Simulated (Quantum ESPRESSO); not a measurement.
# NbPb (Pm-3m): phonons by linear response

How does NbPb (Pm-3m) vibrate, and is this structure a minimum?

Method: DFT LDA, scalar-relativistic, plane waves, PseudoDojo norm-conserving pseudopotentials, in Quantum ESPRESSO 7.5.

The structure was built from a prototype and need not be the compound's stable phase.

## 1. The structure

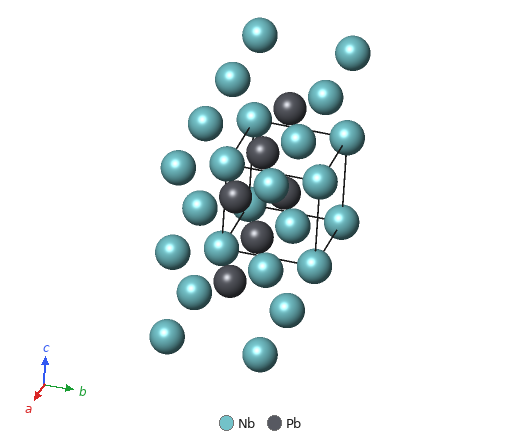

The cell as given, from a free direction (niobium teal, lead dark grey). 3×1×2 cells are drawn. Some periodic images of atoms are drawn too.

As a file:

```cif
data_structure
_symmetry_space_group_name_H-M 'P 1'
_symmetry_Int_Tables_number 1
_cell_length_a 3.5973
_cell_length_b 3.5973
_cell_length_c 3.5973
_cell_angle_alpha 90.000
_cell_angle_beta 90.000
_cell_angle_gamma 90.000
_cell_volume 46.55
loop_
_atom_site_label
_atom_site_type_symbol
_atom_site_fract_x
_atom_site_fract_y
_atom_site_fract_z
_atom_site_occupancy
Nb1 Nb 0.00000 0.00000 0.00000 1
Pb2 Pb 0.50000 0.50000 0.50000 1
```

## 2. A probe with smearing

Before anything dear is run, a loose run with smearing shows whether this is a metal and how far the cell is from rest.

probe.in

```
&CONTROL
  calculation = 'scf'
  prefix      = 'x'
  outdir      = './tmp'
  pseudo_dir  = './pseudo'
  tprnfor     = .true.
  tstress     = .true.
  verbosity   = 'high'
/
&SYSTEM
  ibrav       = 1
  celldm(1)   = 6.79785812
  nat         = 2
  ntyp        = 2
  ecutwfc     = 82.0
  occupations = 'smearing'
  smearing    = 'gaussian'
  degauss     = 0.01
/
&ELECTRONS
  conv_thr         = 1.0d-07
  mixing_beta      = 0.7
  electron_maxstep = 100
/
ATOMIC_SPECIES
 Nb     92.9064  Nb.upf
 Pb    207.2000  Pb.upf
ATOMIC_POSITIONS crystal
 Nb     0.000000000   0.000000000   0.000000000
 Pb     0.500000000   0.500000000   0.500000000
K_POINTS automatic
 6 6 6 0 0 0
```

The run is started by

```
> OMP_NUM_THREADS=1 mpirun -n 4 pw.x -nk 4 -in probe.in > probe.out
```

Output:

```text
[banners, grids, parts of the stress and lines that vanish by symmetry left out]
Program PWSCF v.7.5
     bravais-lattice index     =            1
     lattice parameter (alat)  =       6.7979  a.u.
[...]
kinetic-energy cutoff     =      82.0000  Ry
     charge density cutoff     =     328.0000  Ry
     scf convergence threshold =      1.0E-07
[...]
Exchange-correlation= SLA  PW   NOGX NOGC
                           (   1   4   0   0   0   0   0)
[...]
48 Sym. Ops., with inversion, found
[...]
(     0          1          0      )
                  (     0          0          1      )
[...]
(  0.0000000  1.0000000  0.0000000 )
                  (  0.0000000  0.0000000  1.0000000 )
[...]
(     0         -1          0      )
                  (     0          0          1      )
[...]
(  0.0000000 -1.0000000  0.0000000 )
[...]
(     0          0          1      )
                  (     1          0          0      )
[...]
( -1.0000000  0.0000000  0.0000000 )
                  (  0.0000000  1.0000000  0.0000000 )
[...]
number of k points=    20  Gaussian smearing, width (Ry)=  0.0100
[...]
End of self-consistent calculation
[...]
the Fermi energy is    14.2972 ev
!    total energy              =    -265.13115034 Ry
[...]
convergence has been achieved in   8 iterations
[...]
atom    1 type  1   force =     0.00000000    0.00000000    0.00000000
     atom    2 type  2   force =     0.00000000    0.00000000    0.00000000
[...]
Total force =     0.000000     Total SCF correction =     0.000000
[...]
total   stress  (Ry/bohr**3)                   (kbar)     P=     -148.85
[...]
XML data file, charge density, pseudopotentials, collected wavefunctions

   JOB DONE.
```

The job ended after 4.9 s (4 MPI ranks of Arm Neoverse V1, shared host; 19 s of CPU time).

This step gave:

```yaml
volume_per_atom: 23.28 Å³
pressure: -14.88 GPa
gap_on_the_k_mesh: 0 eV
```

No gap opens on this mesh, so smearing is kept; the start stands at -15 GPa.

## 3. Relaxing the cell and atoms

The relaxation runs at a cutoff a fifth above that of the response, since stress converges more slowly with the basis than frequencies do. Forces and stress are brought to rest with tight thresholds.

relax.in

```
&CONTROL
  calculation   = 'vc-relax'
  prefix        = 'x'
  outdir        = './tmp'
  pseudo_dir    = './pseudo'
  tprnfor       = .true.
  tstress       = .true.
  forc_conv_thr = 2.0d-05
  etot_conv_thr = 1.0d-07
  nstep         = 40
/
&SYSTEM
  ibrav       = 1
  celldm(1)   = 6.79785812
  nat         = 2
  ntyp        = 2
  ecutwfc     = 98
  occupations = 'smearing'
  smearing    = 'mp'
  degauss     = 0.02
/
&ELECTRONS
  conv_thr         = 1.0d-11
  mixing_beta      = 0.7
  electron_maxstep = 100
/
&IONS
/
&CELL
  press_conv_thr = 0.2
/
ATOMIC_SPECIES
 Nb     92.9064  Nb.upf
 Pb    207.2000  Pb.upf
ATOMIC_POSITIONS crystal
 Nb     0.000000000   0.000000000   0.000000000
 Pb     0.500000000   0.500000000   0.500000000
K_POINTS automatic
 8 8 8 0 0 0
```

The run is started by

```
> OMP_NUM_THREADS=1 mpirun -n 4 pw.x -nk 4 -in relax.in > relax.out
```

Output:

```text
[banners, grids, parts of the stress and lines that vanish by symmetry left out]
[banner, memory and clock lines left out]
Program PWSCF v.7.5

[...]
kinetic-energy cutoff     =      98.0000  Ry
     charge density cutoff     =     392.0000  Ry
     scf convergence threshold =      1.0E-11
[...]
energy convergence thresh.=      1.0E-07
     force convergence thresh. =      2.0E-05
     press convergence thresh. =      2.0E-01
     Exchange-correlation= SLA  PW   NOGX NOGC
                           (   1   4   0   0   0   0   0)
[...]
48 Sym. Ops., with inversion, found
[...]
number of k points=    35  Methfessel-Paxton smearing, width (Ry)=  0.0200
[...]
End of self-consistent calculation
[...]
the Fermi energy is    14.2036 ev
!    total energy              =    -265.12730785 Ry
[...]
convergence has been achieved in  11 iterations
[...]
atom    1 type  1   force =     0.00000000    0.00000000    0.00000000
     atom    2 type  2   force =     0.00000000    0.00000000    0.00000000
     Total force =     0.000000     Total SCF correction =     0.000000
[...]
total   stress  (Ry/bohr**3)                   (kbar)     P=     -143.75
[...]
number of bfgs steps    =   0
[...]
CELL_PARAMETERS (alat=  6.79785812)
[...]
ATOMIC_POSITIONS (crystal)
Nb               0.0000000000        0.0000000000        0.0000000000
Pb               0.5000000000        0.5000000000        0.5000000000
[...]
New effective cutoffs (rho, wfc):  411.12  102.96
[...]
End of self-consistent calculation
[...]
the Fermi energy is    15.5707 ev
!    total energy              =    -265.14525101 Ry
[...]
convergence has been achieved in   9 iterations
[...]
atom    1 type  1   force =     0.00000000    0.00000000    0.00000000
     atom    2 type  2   force =     0.00000000    0.00000000    0.00000000
     Total force =     0.000000     Total SCF correction =     0.000000
[...]
total   stress  (Ry/bohr**3)                   (kbar)     P=      -86.59
[...]
number of bfgs steps    =   1
[...]
CELL_PARAMETERS (alat=  6.79785812)
[...]
ATOMIC_POSITIONS (crystal)
Nb               0.0000000000        0.0000000000        0.0000000000
Pb               0.5000000000        0.5000000000        0.5000000000
[...]
New effective cutoffs (rho, wfc):  440.24  110.26
[...]
End of self-consistent calculation
[...]
the Fermi energy is    17.6459 ev
!    total energy              =    -265.15118241 Ry
[...]
convergence has been achieved in  13 iterations
[...]
atom    1 type  1   force =     0.00000000    0.00000000    0.00000000
     atom    2 type  2   force =     0.00000000    0.00000000    0.00000000
     Total force =     0.000000     Total SCF correction =     0.000000
[...]
total   stress  (Ry/bohr**3)                   (kbar)     P=       36.95
[...]
number of bfgs steps    =   2
[...]
CELL_PARAMETERS (alat=  6.79785812)
[...]
ATOMIC_POSITIONS (crystal)
[...]
New effective cutoffs (rho, wfc):  431.64  108.10
[...]
End of self-consistent calculation
[...]
the Fermi energy is    17.0229 ev
!    total energy              =    -265.15202053 Ry
[...]
convergence has been achieved in  10 iterations
[...]
atom    1 type  1   force =     0.00000000    0.00000000    0.00000000
     atom    2 type  2   force =     0.00000000    0.00000000    0.00000000
     Total force =     0.000000     Total SCF correction =     0.000000
[...]
total   stress  (Ry/bohr**3)                   (kbar)     P=       -4.69
[...]
number of bfgs steps    =   3
[...]
CELL_PARAMETERS (alat=  6.79785812)
[...]
ATOMIC_POSITIONS (crystal)
[...]
New effective cutoffs (rho, wfc):  432.61  108.34
[...]
End of self-consistent calculation
[...]
the Fermi energy is    17.0929 ev
!    total energy              =    -265.15203577 Ry
[...]
convergence has been achieved in   9 iterations
[...]
atom    1 type  1   force =     0.00000000    0.00000000    0.00000000
     atom    2 type  2   force =     0.00000000    0.00000000    0.00000000
     Total force =     0.000000     Total SCF correction =     0.000000
[...]
total   stress  (Ry/bohr**3)                   (kbar)     P=       -0.20
[...]
number of bfgs steps    =   4
[...]
CELL_PARAMETERS (alat=  6.79785812)
[...]
ATOMIC_POSITIONS (crystal)
[...]
New effective cutoffs (rho, wfc):  432.65  108.35
[...]
End of self-consistent calculation
[...]
the Fermi energy is    17.0961 ev
!    total energy              =    -265.15203579 Ry
[...]
convergence has been achieved in   6 iterations
[...]
atom    1 type  1   force =     0.00000000    0.00000000    0.00000000
     atom    2 type  2   force =     0.00000000    0.00000000    0.00000000
     Total force =     0.000000     Total SCF correction =     0.000000
[...]
total   stress  (Ry/bohr**3)                   (kbar)     P=        0.00
[...]
bfgs converged in   6 scf cycles and   5 bfgs steps
[...]
End of BFGS Geometry Optimization
     Final enthalpy           =    -265.1520357936 Ry
     File ./tmp/x.bfgs deleted, as requested
[...]
CELL_PARAMETERS (alat=  6.79785812)
[...]
ATOMIC_POSITIONS (crystal)
Nb               0.0000000000        0.0000000000        0.0000000000
Pb               0.5000000000        0.5000000000        0.5000000000
[...]
Final scf calculation at the relaxed structure.
[...]
kinetic-energy cutoff     =      98.0000  Ry
     charge density cutoff     =     392.0000  Ry
     scf convergence threshold =      1.0E-13
[...]
press convergence thresh. =      2.0E-01
     Exchange-correlation= SLA  PW   NOGX NOGC
                           (   1   4   0   0   0   0   0)
[...]
48 Sym. Ops., with inversion, found
[...]
number of k points=    35  Methfessel-Paxton smearing, width (Ry)=  0.0200
[...]
c_bands:  2 eigenvalues not converged
     c_bands:  1 eigenvalues not converged
[...]
End of self-consistent calculation
[...]
the Fermi energy is    17.0961 ev
!    total energy              =    -265.15201324 Ry
[...]
convergence has been achieved in  12 iterations
[...]
atom    1 type  1   force =     0.00000000    0.00000000    0.00000000
     atom    2 type  2   force =     0.00000000    0.00000000    0.00000000
     Total force =     0.000000     Total SCF correction =     0.000000
[...]
total   stress  (Ry/bohr**3)                   (kbar)     P=       -0.01
[...]
XML data file, charge density, pseudopotentials, collected wavefunctions
```

Wall time 92 s (4 MPI ranks).

Step by step:

```tsv
step	energy less that of the first step (eV)	largest force (eV/Å)	pressure (GPa)	volume (Å³)
1	0.0000	0.0000	-14.38	46.55
2	-0.2441	0.0000	-8.66	43.22
3	-0.3248	0.0000	3.70	39.00
4	-0.3362	0.0000	-0.47	40.18
5	-0.3364	0.0000	-0.02	40.04
6	-0.3364	0.0000	0.00	40.03
7	-0.3361	0.0000	0.00	40.03
```

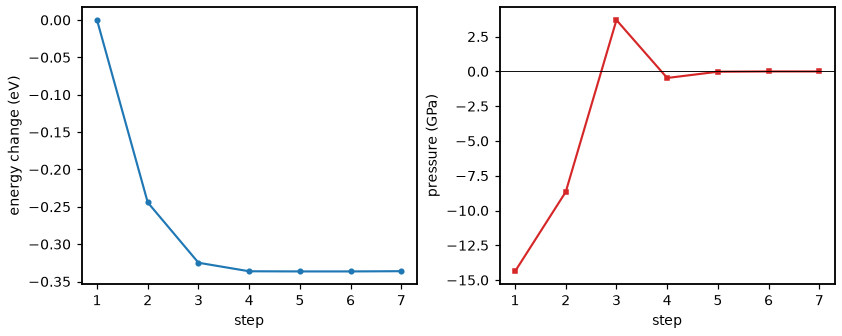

Energy and pressure along the relaxation.

```tsv
conventional cell, symmetrised	before	after	change
a (Å)	3.597	3.421	-4.9 %
b (Å)	3.597	3.421	-4.9 %
c (Å)	3.597	3.421	-4.9 %
volume (Å³/atom)	23.28	20.02	-14.0 %
```

The relaxed structure:

```
CELL_PARAMETERS angstrom
3.42093 0.00000 0.00000
0.00000 3.42093 0.00000
0.00000 0.00000 3.42093
ATOMIC_POSITIONS crystal
Nb 0.00000 0.00000 0.00000
Pb 0.50000 0.50000 0.50000
```

The last row of the table of steps is pw.x's closing run on a basis chosen anew for the final cell, so its energy can jump.

Read from the output:

* volume per atom: 20.02 Å³
* pressure: -0.001 GPa

The volume changes by -14.0 % from the cell with which this run began.

## 4. Ground state

The response is built on this ground state, so it is converged far tighter than an energy would need. Smearing stays on, as the first look found no gap above 0.3 eV.

scf.in

```
&CONTROL
  calculation = 'scf'
  prefix      = 'x'
  outdir      = './tmp'
  pseudo_dir  = './pseudo'
  tprnfor     = .true.
  tstress     = .true.
/
&SYSTEM
  ibrav       = 1
  celldm(1)   = 6.46462123
  nat         = 2
  ntyp        = 2
  ecutwfc     = 82.0
  occupations = 'smearing'
  smearing    = 'mp'
  degauss     = 0.02
/
&ELECTRONS
  conv_thr         = 1.0d-12
  mixing_beta      = 0.7
  electron_maxstep = 100
/
ATOMIC_SPECIES
 Nb     92.9064  Nb.upf
 Pb    207.2000  Pb.upf
ATOMIC_POSITIONS crystal
 Nb     0.000000000   0.000000000   0.000000000
 Pb     0.500000000   0.500000000   0.500000000
K_POINTS automatic
 8 8 8 0 0 0
```

The run is started by

```
> OMP_NUM_THREADS=1 mpirun -n 4 pw.x -nk 4 -in scf.in > scf.out
```

Output:

```text
[banners, grids, parts of the stress and lines that vanish by symmetry left out]
[banner, memory and clock lines left out]
Program PWSCF v.7.5

[...]
kinetic-energy cutoff     =      82.0000  Ry
     charge density cutoff     =     328.0000  Ry
     scf convergence threshold =      1.0E-12
[...]
Exchange-correlation= SLA  PW   NOGX NOGC
                           (   1   4   0   0   0   0   0)
[...]
48 Sym. Ops., with inversion, found
[...]
number of k points=    35  Methfessel-Paxton smearing, width (Ry)=  0.0200
[...]
End of self-consistent calculation
[...]
the Fermi energy is    17.0961 ev
!    total energy              =    -265.15197733 Ry
[...]
convergence has been achieved in  10 iterations
[...]
atom    1 type  1   force =     0.00000000    0.00000000    0.00000000
     atom    2 type  2   force =     0.00000000    0.00000000    0.00000000
     Total force =     0.000000     Total SCF correction =     0.000000
[...]
total   stress  (Ry/bohr**3)                   (kbar)     P=       -0.24
[...]
XML data file, charge density, pseudopotentials, collected wavefunctions
```

The job ended after 9.3 s (4 MPI ranks).

Read from the output:

| Quantity | Value |
| --- | --- |
| pressure | -0.02400 GPa |

The cell stands at -0.024 GPa, close enough for phonons.

(Continued in part 2 of 3.)

[Host names and launcher messages were left out of these logs when they were recorded.]

[Logs are printed without paths, hosts, clocks, repeated set-up lines and the standing remarks that a program may print on its own settings, such as how far it seeks lower states.]

[Hosts, paths, dates, database ids (printed as entryN), source tags and the programs' standing remarks are cut or masked in the printed files.]
